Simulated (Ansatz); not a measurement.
The parent structure is LiF in the rock salt structure (space group Fm-3m, No. 225; a = 4.008 Å). Axes: x, y, z lie along the cube axes.

Now apply this change: biaxial strain −0.50 %, plane normal [001], relaxed out of plane (Cartesian); in-plane vectors clamped, the third vector and the atoms free.

All numbers come from DFT with PBEsol, PAW potentials and a 420 eV plane-wave cutoff in Ansatz (a quantum-chemistry and plane-wave program), scalar-relativistic without spin-orbit coupling.

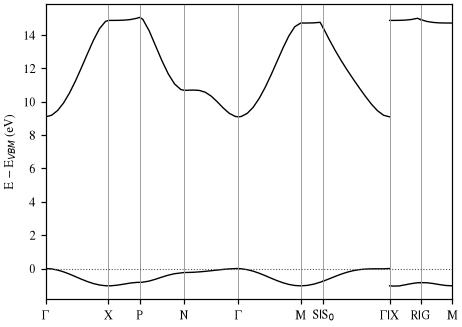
*Highest valence and lowest conduction band along the path of the changed cell's own zone*

Q: Read the changed gap and its character from the plot.

A: About 9.1 eV, direct at Γ.

Stability against distortions was not tested. Labels are those of the standard path for the cell's own space group.
